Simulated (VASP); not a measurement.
Band structure of AgI (zinc blende). All values below come from PBE GGA, VASP's PBE PAW potentials (set 64) (plane waves; VASP).

Unless said otherwise, spin-orbit coupling is left out, though it shifts the bands of the heavy elements here.

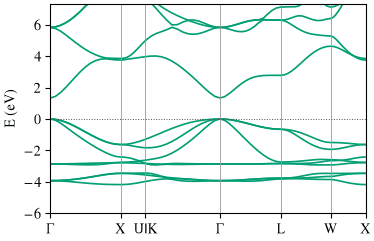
Figure. Bands along high-symmetry lines, zero at the valence-band maximum or, without a gap, the Fermi level

Problem. Read the plot: is there a gap, and where are the band edges?

Solution. The gap is direct, 1.34 eV, from the valence maximum at Γ to the conduction minimum at Γ. (Edges off the drawn lines would not show.)

The compound is AgI in the zinc blende structure, whereas wurtzite is the usual form. It was relaxed first.
